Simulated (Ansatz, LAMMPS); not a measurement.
# Relaxing glassy 47SiO2-23SrO-30Li2O (mol %) (119 atoms), part 3 of 3

Wanted: the relaxed structure of glassy 47SiO2-23SrO-30Li2O (mol %) (119 atoms) and its electronic structure.

Ansatz 0.2.0; Kohn-Sham DFT, PBE, PAW (set soft_2), plane waves.

The cell: 20 Si, 10 Sr, 26 Li and 63 O. The quench rate of 25 K/ps is orders of magnitude faster than experiment. The starting topology of bonds comes from the classical model. The Brillouin zone is sampled at Γ only, in a cell whose shortest periodic width is 11 Å.

So far, density (g/cm³): step 5 (distances and neighbours after relaxation) 2.91.

### 6. Single point at the relaxed geometry

One more single point at the end of the walk gives the fuller output and checks the residual forces.

Contents of input.yaml:

```yaml
crystal:
  lattice:
    - [11.43824, 0.0, 0.0]
    - [0.0, 11.43824, 0.0]
    - [0.0, 0.0, 11.43824]
  atoms:
    - { symbol: Si, position: [0.65572, 0.79145, 0.84191] }
    - { symbol: Si, position: [0.79874, 0.38479, 0.55769] }
    - { symbol: Si, position: [0.87657, 0.25271, 0.7911] }
    - { symbol: Si, position: [0.1611, 0.75906, 0.3888] }
    - { symbol: Si, position: [0.42935, 0.12718, 0.53555] }
    - { symbol: Si, position: [0.91691, 0.90827, 0.09854] }
    - { symbol: Si, position: [0.59161, 0.0916, 0.31617] }
    - { symbol: Si, position: [0.45268, 0.47985, 0.88509] }
    - { symbol: Si, position: [0.06319, 0.20666, 0.22926] }
    - { symbol: Si, position: [0.31889, 0.25326, 0.92998] }
    - { symbol: Si, position: [0.23596, 0.40519, 0.3028] }
    - { symbol: Si, position: [0.74571, 0.53218, 0.23001] }
    - { symbol: Si, position: [0.91279, 0.63329, 0.05644] }
    - { symbol: Si, position: [0.10732, 0.8572, 0.73529] }
    - { symbol: Si, position: [0.43472, 0.70318, 0.37146] }
    - { symbol: Si, position: [0.00801, 0.08956, 0.61688] }
    - { symbol: Si, position: [0.30382, 0.38473, 0.57072] }
    - { symbol: Si, position: [0.14969, 0.63983, 0.16265] }
    - { symbol: Si, position: [0.741, 0.0269, 0.90931] }
    - { symbol: Si, position: [0.86943, 0.70426, 0.68808] }
    - { symbol: Sr, position: [0.36231, 0.96517, 0.81017] }
    - { symbol: Sr, position: [0.91406, 0.86431, 0.42661] }
    - { symbol: Sr, position: [0.59689, 0.26084, 0.80136] }
    - { symbol: Sr, position: [0.54622, 0.39413, 0.41977] }
    - { symbol: Sr, position: [0.39123, 0.66212, 0.64303] }
    - { symbol: Sr, position: [0.65849, 0.82366, 0.1904] }
    - { symbol: Sr, position: [0.82297, 0.29048, 0.09562] }
    - { symbol: Sr, position: [0.6246, 0.90503, 0.58159] }
    - { symbol: Sr, position: [0.41245, 0.71663, 0.99918] }
    - { symbol: Sr, position: [0.0758, 0.07554, 0.9304] }
    - { symbol: Li, position: [0.66443, 0.48274, 0.97748] }
    - { symbol: Li, position: [0.25922, 0.89179, 0.53027] }
    - { symbol: Li, position: [0.09896, 0.69553, 0.91085] }
    - { symbol: Li, position: [0.8148, 0.07675, 0.27849] }
    - { symbol: Li, position: [0.24257, 0.44446, 0.81764] }
    - { symbol: Li, position: [0.19561, 0.07536, 0.42929] }
    - { symbol: Li, position: [0.69257, 0.64893, 0.46705] }
    - { symbol: Li, position: [0.54073, 0.37609, 0.10655] }
    - { symbol: Li, position: [0.67744, 0.54691, 0.71132] }
    - { symbol: Li, position: [0.12704, 0.95983, 0.2447] }
    - { symbol: Li, position: [0.20001, 0.21609, 0.67682] }
    - { symbol: Li, position: [0.80383, 0.28687, 0.33884] }
    - { symbol: Li, position: [0.01892, 0.27786, 0.44495] }
    - { symbol: Li, position: [0.46217, 0.03432, 0.04978] }
    - { symbol: Li, position: [0.1946, 0.85703, 0.02948] }
    - { symbol: Li, position: [0.76543, 0.12268, 0.50152] }
    - { symbol: Li, position: [0.32293, 0.1863, 0.1908] }
    - { symbol: Li, position: [0.98973, 0.47784, 0.29194] }
    - { symbol: Li, position: [0.93507, 0.58438, 0.50589] }
    - { symbol: Li, position: [0.39511, 0.90379, 0.19138] }
    - { symbol: Li, position: [0.06541, 0.34768, 0.9894] }
    - { symbol: Li, position: [0.47813, 0.55287, 0.20712] }
    - { symbol: Li, position: [0.04947, 0.45506, 0.6241] }
    - { symbol: Li, position: [0.59242, 0.18167, 0.07342] }
    - { symbol: Li, position: [0.91768, 0.49615, 0.82802] }
    - { symbol: Li, position: [0.307, 0.43059, 0.08896] }
    - { symbol: O, position: [0.0957, 0.1612, 0.53425] }
    - { symbol: O, position: [0.73717, 0.27906, 0.4856] }
    - { symbol: O, position: [0.39561, 0.19338, 0.03386] }
    - { symbol: O, position: [0.12958, 0.89753, 0.41217] }
    - { symbol: O, position: [0.21619, 0.52757, 0.22366] }
    - { symbol: O, position: [0.45404, 0.75455, 0.23705] }
    - { symbol: O, position: [0.80687, 0.74669, 0.56548] }
    - { symbol: O, position: [0.13632, 0.86551, 0.87373] }
    - { symbol: O, position: [0.71007, 0.49701, 0.55409] }
    - { symbol: O, position: [0.58242, 0.49254, 0.82899] }
    - { symbol: O, position: [0.7976, 0.33384, 0.70166] }
    - { symbol: O, position: [0.08742, 0.99424, 0.69281] }
    - { symbol: O, position: [0.22511, 0.80928, 0.67145] }
    - { symbol: O, position: [0.68238, 0.011, 0.39668] }
    - { symbol: O, position: [0.85373, 0.99808, 0.99759] }
    - { symbol: O, position: [0.67575, 0.18362, 0.24221] }
    - { symbol: O, position: [0.61807, 0.47198, 0.21837] }
    - { symbol: O, position: [0.34657, 0.24467, 0.5641] }
    - { symbol: O, position: [0.85285, 0.92817, 0.22322] }
    - { symbol: O, position: [0.61823, 0.05792, 0.96795] }
    - { symbol: O, position: [0.10401, 0.34169, 0.28437] }
    - { symbol: O, position: [0.53625, 0.79767, 0.76034] }
    [... 35 atom lines left out ...]
    - { symbol: O, position: [0.30026, 0.74076, 0.43268] }
    - { symbol: O, position: [0.17042, 0.75634, 0.24349] }
    - { symbol: O, position: [0.88278, 0.77388, 0.05883] }
    - { symbol: O, position: [0.72516, 0.91996, 0.81411] }
    - { symbol: O, position: [0.51397, 0.01683, 0.22196] }
    - { symbol: O, position: [0.98527, 0.18376, 0.73012] }
kpoints:
  mp_grid: { grid: [1, 1, 1] }
hamiltonian:
  xc: pbe
scf:
  occupations: { method: fixed }
output:
  forces: true
  stress: true
  populations: true
  dos:
    method: { smearing: { sigma: 0.08 } }
    de: 0.1
    projected: { site_lists: { Li: [Li], O: [O], Si: [Si], Sr: [Sr] } }
  eigenvalues: true
  write_density: true
  write_potential: true
  volumetric_format: npy
  elf: true
```

On the command line:

```bash
$ ansatz run input.yaml --threads 4 --pin off --max-ram 8192MiB --backend cpu --events-out ev --progress --plain --runs-dir out
```

Numbers of over 12 decimals in the logs are rounded to 6 here.

The program printed:

```text
[...]
Crystal: 119 atoms, lattice volume = 1496.503 Å³
Basis set: ecut = 420 eV, 29279 PW (Γ), exchange–correlation on 160×160×160 points (8 copies of the dense FFT grid, shifted against one another)
Bands: 437, of which v1, the nominal top of the filled ones, is band 318 counted from 1 (317 counted from 0)
Symmetry: 1 space group operations
[...]
k-points: 1
[...]
SCF iter   1: F=—  HF=-89379.432823 eV  |F-HF|=—  |Δ(HF+E_count)|=         —  Δρ=1.82e-3  dr2=7.22e-2  ethr=1.77e-3  ⟨swp⟩=5.0  Hψ=1664  notcnv=0  defer=114
[...]
SCF iter   9: F=-89379.446369 eV  HF=-89379.446369 eV  |F-HF|=6.98e-9  |Δ(HF+E_count)|=   4.38e-7  Δρ=2.37e-6  dr2=8.23e-8  ethr=1.57e-11  ⟨swp⟩=24.0  Hψ=4375  notcnv=0
SCF 1 converged in 9 iterations: F = -89379.446369 eV  dr2 = 8.23e-8
[...]
SCF converged after 9 iterations
Free energy (F): -89379.446369 eV
[...]
Internal energy: -89379.446369 eV  (E = F + TS)
E sigma→0 (E₀):  -89379.446369 eV
Fermi energy:    4.629911 eV
[...]
--- Forces (eV/Å), atoms counted from 1 ---
  atom   1  Si     0.00628261    -0.00409744     0.00343070
  atom   2  Si    -0.00016167    -0.00490473     0.01644562
  atom   3  Si     0.00619734    -0.02004929    -0.00501355
  atom   4  Si    -0.00999713     0.00116459     0.00556984
  atom   5  Si     0.00121693    -0.01026712    -0.00077694
  atom   6  Si     0.00185963     0.01234812    -0.00673172
  atom   7  Si     0.00810892    -0.00468011    -0.00818266
  atom   8  Si    -0.00217817    -0.00029813    -0.00285888
  atom   9  Si    -0.00020262    -0.00792165     0.01129908
  atom  10  Si    -0.00439671     0.01260001    -0.00747741
  atom  11  Si    -0.00983167     0.00396136     0.00010739
  atom  12  Si    -0.00145703     0.00944221    -0.00198952
  atom  13  Si     0.00361540     0.00987850    -0.00648971
  atom  14  Si     0.00340911     0.00093923    -0.00505472
[...]
atom 118  O     -0.00559156    -0.00603491    -0.00166389
  atom 119  O      0.00223108     0.00939627     0.00970280
  max |Σ_I F_I| component: 9.79e-5 eV/Å
--- Stress (GPa, compression-positive) ---
       -1.256470       0.230898      -0.377132
        0.230897       0.366968       0.499766
       -0.377131       0.499764      -0.370745
  P = ⅓ Tr σ = -0.4201 GPa (-4.201 kbar)
--- Band table (eV) ---
[...]
--- Löwdin populations: 119 sites ---
  site symbol       q [e]
     0     Si      2.4131
     1     Si      2.4578
     2     Si      2.3949
[...]
118      O      6.8318
  spilling = 0.013071 (of n_electrons = 636.000000)
```

Run time: 28 s. Hardware: 4 threads of Arm Neoverse V2, shared host; peak memory 2.1 GiB.

The run gave:

* free energy: -89379.4464 eV
* free energy per atom: -751.0878 eV/atom
* SCF cycles: 9
* pressure: -0.4201 GPa
* r.m.s. force component: 0.00499 eV/Å
* longest force: 0.02158 eV/Å
* Fermi energy: 4.63 eV
* gap (highest filled to lowest empty level): 3.506 eV
* spilling of the projection: 0.01307

Löwdin charges by element and coordination (they lack the spilled electrons, 0.070 e an atom on average):

```csv
element,coordination,atoms,mean charge (e),spread,least,most
Li,all,26,0.762,0.0218,0.717,0.799
Li,3,10,0.773,0.0164,0.745,0.799
Li,4,15,0.754,0.0222,0.717,0.782
Li,5,1,0.779,0,0.779,0.779
O,all,63,-0.969,0.109,-1.34,-0.792
O,2,2,-0.795,0.0024,-0.797,-0.792
O,3,22,-0.896,0.081,-1.01,-0.808
O,4,30,-0.995,0.0594,-1.05,-0.832
O,5,8,-1.10,0.132,-1.34,-1.02
O,6,1,-1.04,0,-1.04,-1.04
Si,all,20,1.58,0.0445,1.5,1.66
Sr,all,10,1.80,0.0159,1.77,1.83
Sr,5,1,1.80,0,1.80,1.80
Sr,6,7,1.79,0.0169,1.77,1.83
Sr,7,2,1.81,0.0052,1.80,1.81
```

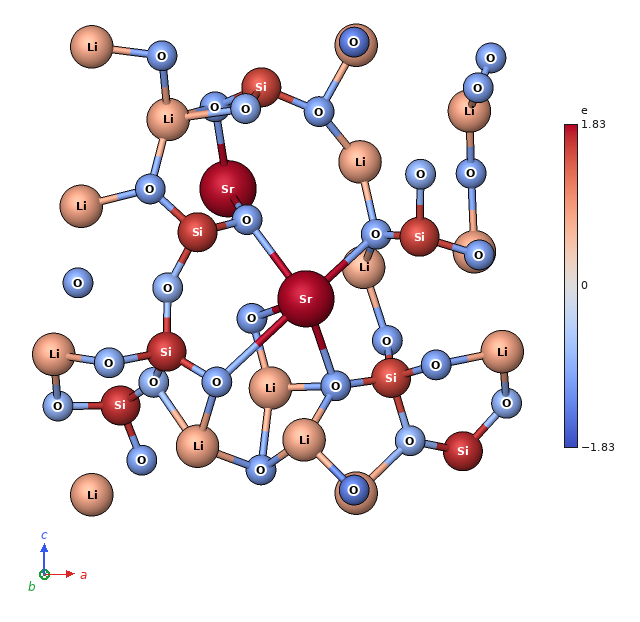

Atoms coloured by Löwdin charge. Drawn is a slice 4 Å thick, seen along the normal of the ac plane. Bonds to atoms that aren't drawn are left out.

States in the cell by windows of 1 eV, zero at the Fermi level; the larger projections on atomic orbitals stand beside the total:

```csv
from (eV),to (eV),total,O p,Si p
-14,-13,4.0,0.0,0.0
-13,-10,0.0,0.0,0.0
-10,-9,4.2,2.8,0.3
-9,-8,9.3,6.2,0.7
-8,-7,13.0,9.1,1.5
-7,-6,11.5,8.5,1.9
-6,-5,21.0,15.4,2.0
-5,-4,54.6,43.1,6.0
-4,-3,63.5,54.9,3.6
-3,-2,81.9,75.2,1.8
-2,-1,86.2,82.0,1.0
-1,0,31.3,29.9,0.2
0,1,1.3,1.2,0.0
1,3,0.0,0.0,0.0
3,4,2.0,0.0,0.0
4,5,7.4,0.6,0.4
```

The curve was stored every 0.10 eV, coarse against its broadening of 0.08 eV, so these counts are rough.

With fixed occupations the program's Fermi level is the highest filled level; weight inside the gap is the broadening of levels at its edges.

Between -26 and -14 eV lie 182 more states.

About 73 of the 636 electrons lie in deeper levels, below the stored range.

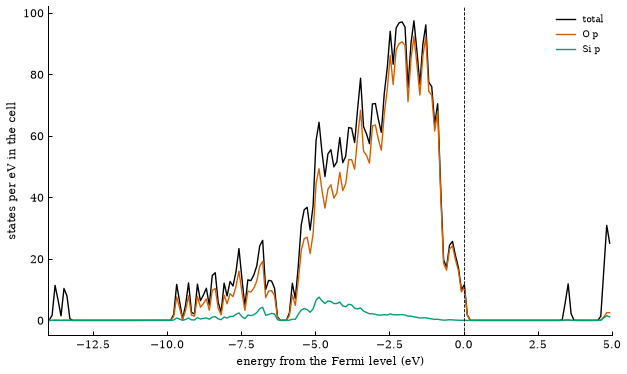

Total and projected density of states, with the broadening of the input.

The levels nearest the highest filled one (over half full), pooled over k-points and spins:

```csv
level less the highest filled one (eV),occupation
-0.509,2
-0.429,2
-0.370,2
-0.267,2
-0.177,2
0,2
3.51,0
4.76,0
4.81,0
4.88,0
4.94,0
5.10,0
```

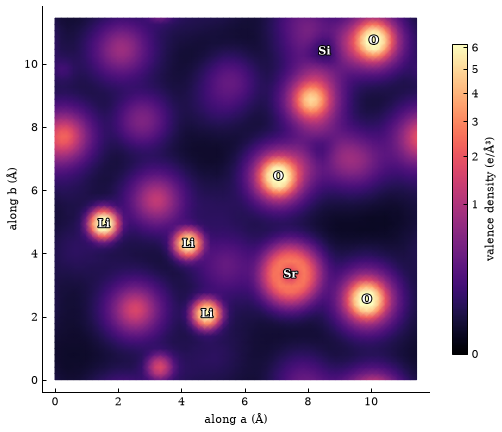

Valence density in the ab plane at fractional z = 0.090, with atoms of Si and Sr and Li and O within 0.2 Å of it. It is the smooth field of the valence electrons, not physical close to the nuclei. The map starts off the cell's origin, so that atoms lie inside it. The colour scale is stretched toward low values.

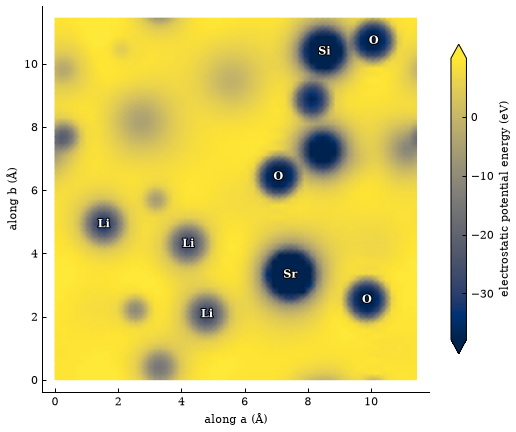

Electrostatic potential energy in the ab plane at fractional z = 0.090, with atoms of Si and Sr and Li and O within 0.2 Å of it. With pseudopotentials it is smooth inside the atoms' cores, unlike the true potential. The map starts off the cell's origin, so that atoms lie inside it.

Mean Löwdin charges: Li +0.76, O -0.97, Si +1.58, Sr +1.80 e (they miss 1.3 % of the electrons, so they add up to more than the cell's charge).

A closer look about O63, which has 5 bonded neighbours where the commonest count for O is 4: 9 atoms, nearest first, numbered in the order of the input, with positions taken from that point.

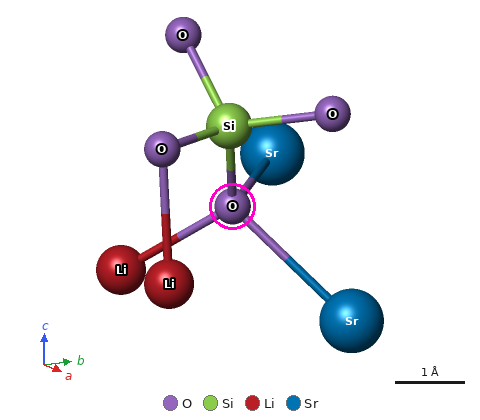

The atoms of the table, within 2.8 Å (arrows a, b, c point along x, y, z); some may hide others; the central atom is ringed.

```csv
atom,x,y,z,distance (Å),bonds,Löwdin charge (e)
O63,0.00,0.00,0.00,0.00,5,-1.04
Si20,0.72,-0.49,1.40,1.65,4,1.60
Li37,-1.31,-1.12,-1.13,2.06,4,0.73
Sr22,1.23,1.35,-1.59,2.42,5,1.80
Li49,1.47,-1.86,-0.68,2.46,4,0.77
O81,-0.58,-0.56,2.50,2.63,3,-0.82
O107,1.97,0.54,1.75,2.69,2,-0.80
O92,1.37,-1.96,1.33,2.74,4,-1.00
Sr28,-2.08,1.81,0.18,2.77,6,1.78
```

The column of bonds counts only the pairs O-Li within 2.58 Å, O-Si within 2.12 Å, O-Sr within 3.08 Å; other neighbours, such as metal atoms beside each other in a compound, aren't counted, and periodic images can show an atom twice.

### 7. Another setting: scf.initial_density.chi_scale = 0.3

Changed here: scf.initial_density.chi_scale = 0.3.

Contents of input.yaml:

```yaml
crystal:
  lattice:
    - [11.43824, 0.0, 0.0]
    - [0.0, 11.43824, 0.0]
    - [0.0, 0.0, 11.43824]
  atoms:
    [... the 119 atom lines of step 3 ...]
kpoints:
  mp_grid: { grid: [1, 1, 1] }
hamiltonian:
  xc: pbe
scf:
  occupations: { method: fixed }
  initial_density: { chi_scale: 0.3 }
output:
  forces: true
  stress: true
  populations: true
  dos:
    method: { smearing: { sigma: 0.15 } }
    de: 0.1
    projected: { site_lists: { Li: [Li], O: [O], Si: [Si], Sr: [Sr] } }
  eigenvalues: true
```

The program printed:

```text
[...]
Crystal: 119 atoms, lattice volume = 1496.503 Å³
Basis set: ecut = 420 eV, 29279 PW (Γ), exchange–correlation on 160×160×160 points (8 copies of the dense FFT grid, shifted against one another)
Bands: 437, of which v1, the nominal top of the filled ones, is band 318 counted from 1 (317 counted from 0)
Symmetry: 1 space group operations
[...]
k-points: 1
[...]
SCF iter   1: F=—  HF=-90915.592284 eV  |F-HF|=—  |Δ(HF+E_count)|=         —  Δρ=5.06e-1  dr2=2.07e4  ethr=3.10e-3  ⟨swp⟩=20.0  Hψ=3945  notcnv=0  defer=114
[...]
SCF iter  18: F=—  HF=-89366.761898 eV  |F-HF|=—  |Δ(HF+E_count)|=   9.94e-8  Δρ=2.40e-6  dr2=1.04e-7  ethr=1.47e-10  ⟨swp⟩=3.0  Hψ=559  notcnv=0  defer=117
SCF iter  19: F=-89366.761898 eV  HF=-89366.761898 eV  |F-HF|=8.66e-9  |Δ(HF+E_count)|=   8.41e-8  Δρ=1.06e-6  dr2=2.06e-8  ethr=1.57e-11  ⟨swp⟩=24.0  Hψ=3479  notcnv=0
SCF 1 converged in 19 iterations: F = -89366.761898 eV  dr2 = 2.06e-8
[...]
SCF converged after 19 iterations
Free energy (F): -89366.761898 eV
[...]
Internal energy: -89366.761898 eV  (E = F + TS)
E sigma→0 (E₀):  -89366.761898 eV
Fermi energy:    5.189238 eV
[...]
Σ components = -89366.761898   (vs F -89366.761898, Δ=0.00e0)
--- Forces (eV/Å), atoms counted from 1 ---
  atom   1  Si     0.04804572     1.36794568     0.51202721
  atom   2  Si    -0.66431082    -2.85241443    -0.31849624
  atom   3  Si    -3.08737096     1.25438849     0.13793269
  atom   4  Si     1.44632077     0.98151921    -0.90340474
[...]
atom 119  O      3.29904388    -1.02104576    -1.25188246
  max |Σ_I F_I| component: 5.33e-5 eV/Å
--- Stress (GPa, compression-positive) ---
        2.945200       0.668702      -0.562080
        0.668703       4.555001       1.505137
       -0.562077       1.505139       4.345564
  P = ⅓ Tr σ = 3.9486 GPa (39.486 kbar)
--- Band table (eV) ---
[...]
--- Löwdin populations: 119 sites ---
  site symbol       q [e]
     0     Si      2.3746
     1     Si      2.4130
     2     Si      2.3373
[...]
118      O      6.8439
  spilling = 0.013458 (of n_electrons = 636.000000)
```

It took 59 s on 4 threads; peak memory 2.1 GiB; 3.8 min of CPU time.

Geometry and reference: those of the single point at the start.

Forces differ from those of the single point at the start by 0.012 meV/Å r.m.s., 9.0e-4 % of their size. It took 2.1 times the reference's time (shared host, so rough).

### 8. What came out

```
energy change in the relaxation                  : -106.6 meV/atom
r.m.s. displacement                              : 0.393 Å
largest displacement                             : 0.951 Å
free energy per atom                             : -751.0878 eV/atom
pressure                                         : -0.4201 GPa
r.m.s. force component                           : 0.00499 eV/Å
gap (highest filled to lowest empty level) : 3.506 eV
wall time of the 4 DFT runs                      : 7 min
```

Relaxation lowers the energy by 107 meV/atom and moves atoms by 0.39 Å r.m.s.; the r.m.s. force component goes from 1.4 to 0.0050 eV/Å, the pressure goes from 3.9 to -0.42 GPa, and the gap from 2.80 to 3.51 eV. By the final cutoffs 15 of 235 bonded pairs parted and 16 joined. First to last step the energy falls by 12.684 eV; the largest move, 0.95 Å, is that of Sr30. The O-Li bonds go from 2.078 Å (spread 0.150) to 2.009 Å (spread 0.153). Counting bonds as in the table, 58 % of Li atoms have 4, 48 % of O atoms have 4, all Si atoms have 4 and 70 % of Sr atoms have 6 bonded neighbours. 30 % of the oxygens bridge two formers (Si) and 67 % are non-bridging; 3 % join none. The highest filled and lowest empty levels differ by 3.51 eV (at Γ alone); a semilocal functional tends to put such gaps too low. In a disordered cell it changes from sample to sample, and tail or defect levels can set it.

**Limits.** The starting topology of bonds comes from the classical model; in DFT 15 of its 235 bonded pairs passed out of the cutoffs and 16 came within them.

[Logs are printed without paths, hosts, clocks, repeated set-up lines and the standing remarks that a program may print on its own settings, such as how far it seeks lower states.]

[Hosts, paths, dates, database ids (printed as entryN), source tags and the programs' standing remarks are cut or masked in the printed files.]
